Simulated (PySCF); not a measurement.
```xyz
3

Tl    0.0000    0.0000    0.3962
F     1.9507    0.0000    0.3962
F    -1.9507    0.0000    0.3962
```

Core potentials replace the inner electrons of Tl.

These are results of PySCF 2.14.0, RKS BP86, Tl def2-SVP with ECP60, F def2-SVP; non-relativistic Hamiltonian with scalar-relativistic core potentials where named; density fitting, not measurements.

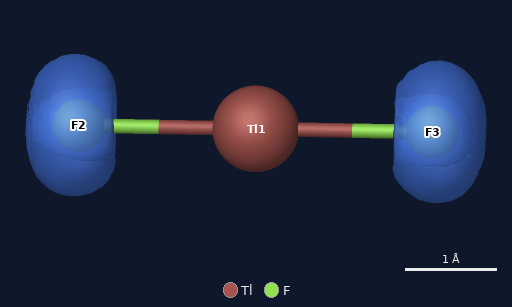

F₂Tl (charge +1). Isosurface of the ELF at 0.8 (blue), seen from one side. Only the valence region is drawn (cores and ρ < 0.01 e/Å³ removed).

Describe the localisation domains.

Answer. At this value the surface marks out two regions wrapped around F (the valence shell of each). Profiles from the grid: Tl–F (1.95 Å): the ELF is about 0.20 at the midpoint.
